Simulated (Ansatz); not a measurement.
System IrS (space group P6_3/mmc, No. 194); source of the atomic positions: the end point of a relaxation with DFT PBEsol, scalar-relativistic, plane waves, PAW in Ansatz; the starting structure was generated, so it need not be a known form of this composition.

```
CELL_PARAMETERS angstrom
3.54399 0.00000 0.00000
-1.77200 3.06919 0.00000
0.00000 0.00000 5.44193
ATOMIC_POSITIONS crystal
Ir 0.00000 0.00000 0.00000
Ir 0.00000 0.00000 0.50000
S 0.33333 0.66667 0.25000
S 0.66667 0.33333 0.75000
```

Describe the stacking along c, with columns A (0, 0), B (1/3, 2/3), C (2/3, 1/3) of the hexagonal mesh.

Ir(A) – S(B) – Ir(A) – S(C) (four layers in 5.44 Å).

S layers alone: BC, the hexagonal close-packed type.

Ir: two octahedral sites in each hexagonal cell.

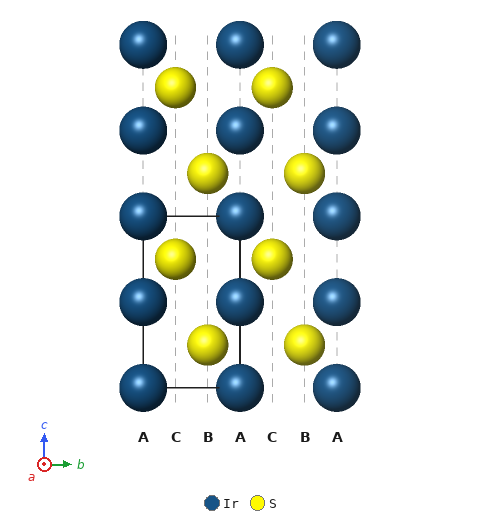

The picture looks along a close-packed row of the hexagonal mesh; c points upwards. The dashed lines mark the three columns A (0, 0), B (1/3, 2/3) and C (2/3, 1/3). The sequence starts with the first layer at or above the cell's origin.
